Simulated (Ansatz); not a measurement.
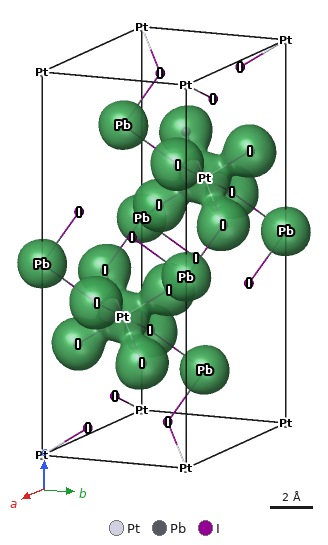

The picture shows: PtPbI6. Isosurface of the valence charge density (pseudo) at 0.3 e/Å³ (green), seen at an oblique angle. Sticks mark near contacts.

Space group R-3; a structure from a database of computed crystals, not necessarily the ambient phase; started from the KCrF6-148 prototype, which need not be the ambient phase.

Method: DFT, r2SCAN+rVV10, plane waves, PAW in Ansatz.

Core electrons are frozen (PAW), and the valence fields are smoothed inside the atomic spheres.

```
Pt Pb I
1.0
    -3.55248    6.15307    0.00000
     7.10495    0.00000    0.00000
     0.00000    0.00000  -20.27874
Pt Pb I
3 3 18
Direct
  0.33333 0.66667 0.66667
  0.66667 0.33333 0.33333
  0.00000 0.00000 0.00000
  0.66667 0.33333 0.83333
  0.00000 0.00000 0.50000
  0.33333 0.66667 0.16667
  0.04017 0.71164 0.92390
  0.37351 0.37831 0.59057
  0.70684 0.04497 0.25723
  0.28836 0.32853 0.92390
  0.62169 0.99520 0.59057
  0.95503 0.66187 0.25723
  0.66187 0.70684 0.74277
  0.99520 0.37351 0.40943
  0.32853 0.04017 0.07610
  0.04497 0.33813 0.74277
  0.37831 0.00480 0.40943
  0.71164 0.67147 0.07610
  0.29316 0.95503 0.74277
  0.62649 0.62169 0.40943
  0.95983 0.28836 0.07610
  0.67147 0.95983 0.92390
  0.00480 0.62649 0.59057
  0.33813 0.29316 0.25723
```

### How is the density connected at this value?

At this value the density breaks into separate islands; it holds about 85 % of the electrons treated as valence (semicore included). It bridges the sampled Pt–I (2.69 Å) contacts, where the density stays above the isovalue. It is pinched off along the sampled Pb–I (3.24 Å) contacts. On the grid the lowest density along these lines, outside the cores, is 0.48 e/Å³ (Pt–I, 2.69 Å) and 0.19 e/Å³ (Pb–I, 3.24 Å).
